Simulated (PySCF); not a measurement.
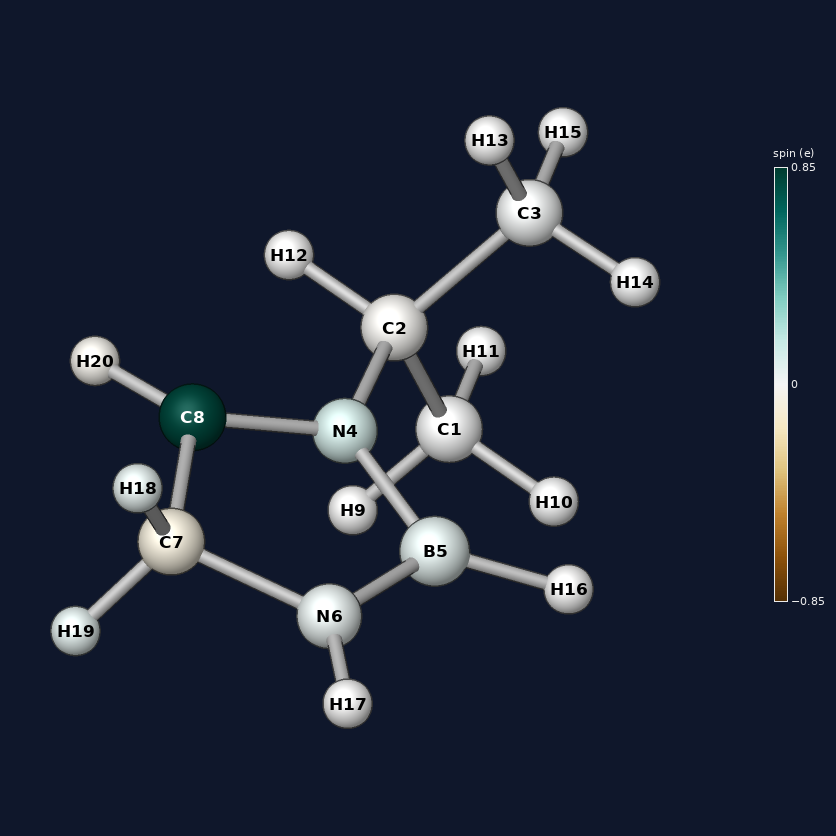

Atoms are coloured by their Mulliken spin populations. The species is neutral and a spin doublet. Computed geometry: GFN2-xTB optimisation. No frequency run is at hand to confirm it as a minimum. Method: UKS B3LYP, pcH-1 on B C H N, non-relativistic (PySCF 2.14.0).

List the Mulliken spin populations.

| atom | value (e) |
| --- | --- |
| C1 | 0.01 |
| C2 | −0.01 |
| C3 | 0.01 |
| N4 | 0.11 |
| B5 | 0.06 |
| N6 | 0.04 |
| C7 | −0.08 |
| C8 | 0.80 |
| H9 | 0.00 |
| H10 | 0.00 |
| H11 | 0.00 |
| H12 | 0.00 |
| H13 | 0.00 |
| H14 | 0.00 |
| H15 | 0.00 |
| H16 | −0.01 |
| H17 | 0.00 |
| H18 | 0.05 |
| H19 | 0.06 |
| H20 | −0.03 |

Mulliken values depend strongly on the basis set. The geometry is semi-empirical. Around B such bond lengths and angles can be off by a tenth of an ångström or more and by several degrees, and values that hang on the shape move with them.
